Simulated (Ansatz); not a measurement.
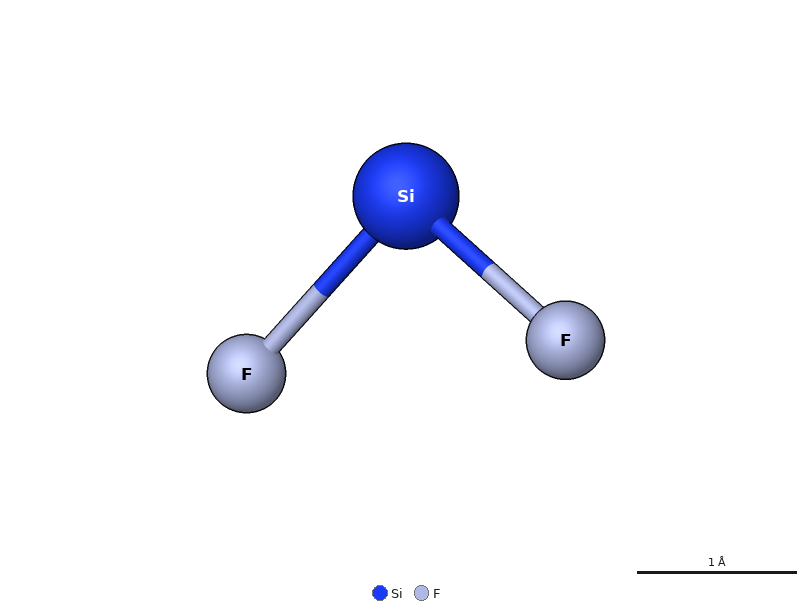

Ball-and-stick drawing of a structure. Every bond is drawn as one stick, whatever its order.

Give the formula.

SiF₂, 3 atoms: 1 silicon and 2 fluorine.

What is the point group of this geometry?

C2v.

Count the bonded pairs by element.

2 F–Si. Sticks follow a distance rule.

More results for the same structure follow; atom numbers are the same in all pictures, views and colours differ. Computed geometry: PBE0-D4/def2-TZVP optimisation.

## Geometry

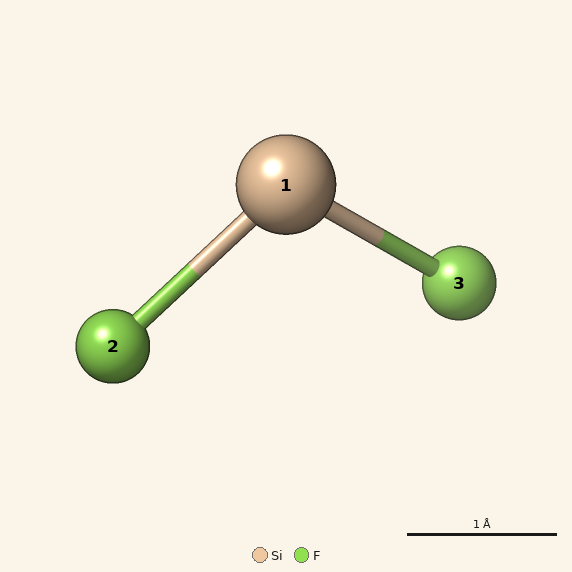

The atoms are numbered.

Estimate the angles F2–Si1–F3.

```json
{"angle": "F2–Si1–F3", "degrees": "100.6"}
```

## Electronic properties

Method: RKS PBE0-D4/def2-TZVPP (Ansatz 0.2.0).

Give the HOMO–LUMO gap at this level.

6.18 eV.

Estimate the HOMO energy (Kohn–Sham orbital).

−8.30 eV.

## Dipole moment

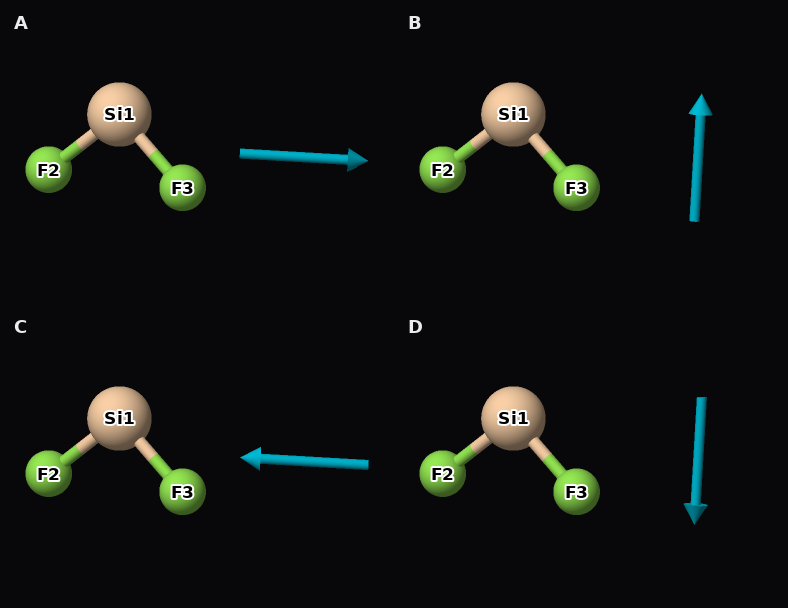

The same molecule four times, each with an arrow. Properties computed with RKS PBE0-D4/def2-TZVP (Ansatz 0.2.0).

Which arrow points along the dipole moment, from the negative to the positive end?

B. The dipole moment is 1.09 D; it points from the side of F2, F3 to the side of Si1 (the outermost atoms at the two ends).

## Vibrations

Harmonic vibrations computed with RKS PBE0-D4/def2-TZVP (Ansatz 0.2.0) at a stationary point of the same level.

How many vibrational modes are there, and where do they lie?

3 modes: 340, 856, 871 cm⁻¹.

## Charges

The questions are on Mulliken charges. Level of theory: RKS PBE0-D4/def2-TZVP (Ansatz 0.2.0).

List the Mulliken charges.

```
atom  value (e)
 Si1       0.54
  F2      −0.27
  F3      −0.27
```

Mulliken values depend strongly on the basis set and can even reverse the polarity of a bond.
